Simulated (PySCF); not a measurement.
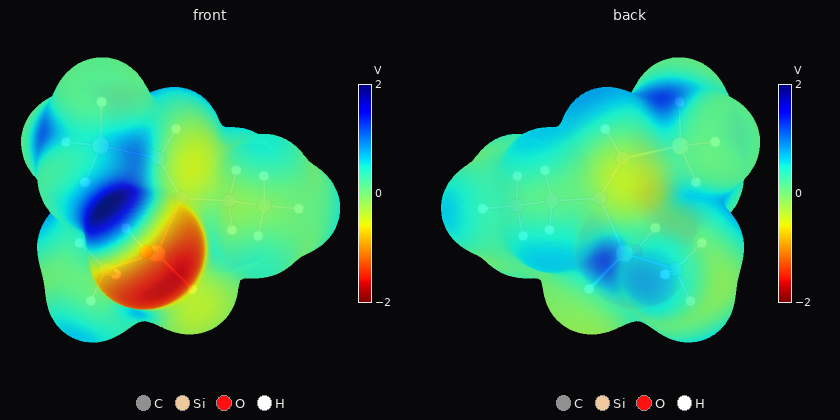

Figure. C₅H₁₄OSi₂. The molecular electrostatic potential painted on the density surface at 0.002 e/bohr³, seen from the front and from behind; the colour scale runs from red (negative) to blue (positive).

Geometry: PBE0-D3(BJ)/def2-SVP.

All numbers below come from PySCF 2.14.0, PBE0/pcSseg-1, SCF density, gas phase, non-relativistic.

| atom | x (Å) | y (Å) | z (Å) |
| --- | --- | --- | --- |
| C | 2.7478 | -0.4013 | -0.1450 |
| C | 1.7228 | -0.2953 | -1.2716 |
| C | 0.3703 | 0.1529 | -0.7724 |
| C | -0.0731 | 1.4022 | -1.0261 |
| Si | -1.6618 | 2.2128 | -0.4715 |
| Si | -0.6287 | -1.1425 | 0.1977 |
| C | -2.2120 | -1.5211 | -0.7298 |
| O | -0.8897 | -0.7012 | 1.7879 |
| H | 2.9084 | 0.5788 | 0.3292 |
| H | 3.7159 | -0.7628 | -0.5236 |
| H | 2.4147 | -1.0980 | 0.6404 |
| H | 1.6278 | -1.2806 | -1.7632 |
| H | 2.0840 | 0.4066 | -2.0426 |
| H | 0.5845 | 2.0524 | -1.6277 |
| H | -2.6722 | 2.2901 | -1.5727 |
| H | -2.2920 | 1.4619 | 0.6618 |
| H | -1.3830 | 3.6035 | -0.0007 |
| H | 0.1999 | -2.3786 | 0.2839 |
| H | -2.8138 | -2.2666 | -0.1870 |
| H | -1.9666 | -1.9349 | -1.7214 |
| H | -2.8353 | -0.6275 | -0.8880 |
| H | -1.3388 | 0.1395 | 1.9189 |

Where is the surface potential most negative and most positive?

The most negative region (about −1.6 V, or −37 kcal/mol for a unit charge) lies over O8, the most positive (about +1.9 V, or +44 kcal/mol for a unit charge) over H22. O8 is the likeliest acceptor of a hydrogen bond.
